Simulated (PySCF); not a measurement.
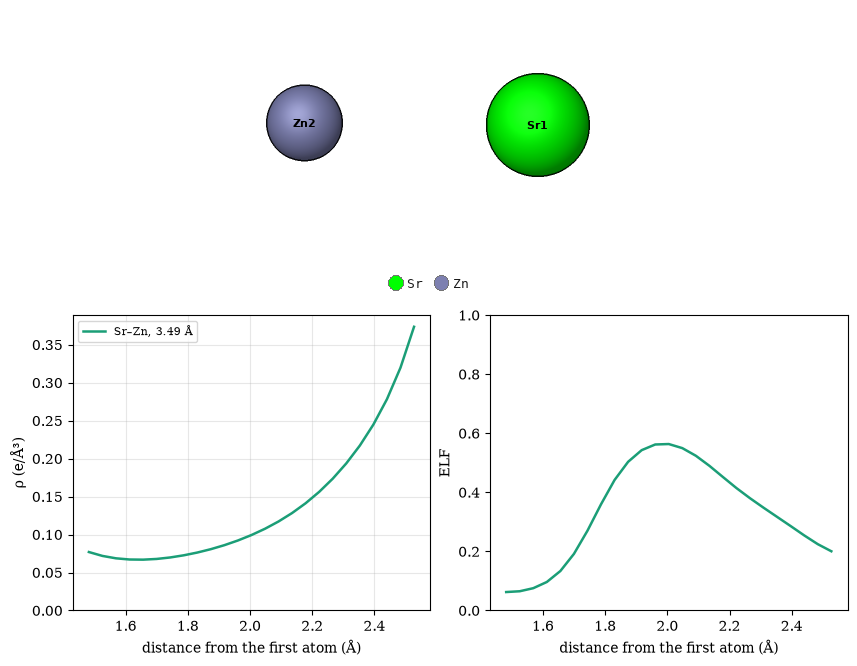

SrZn (charge +1, doublet). Electron density and ELF along straight lines between neighbouring atoms. The curves leave out the atomic cores. The structure is drawn too.

Core potentials replace the inner electrons of Sr.

These are results of PBE0/def2-SVPD, non-relativistic Hamiltonian with scalar-relativistic core potentials where named, at a bond length of 3.486 Å (PySCF 2.14.0), not measurements.

```yaml
atoms:
  - { symbol: Sr, position_ang: [0.0000, 0.0000, -1.4678] }
  - { symbol: Zn, position_ang: [0.0000, 0.0000, 2.0182] }
```

Question: What can be read from the curves?

Answer: Sr–Zn (3.49 Å): ρ at the midpoint is about 0.07 e/Å³; the ELF is about 0.25 at the midpoint.
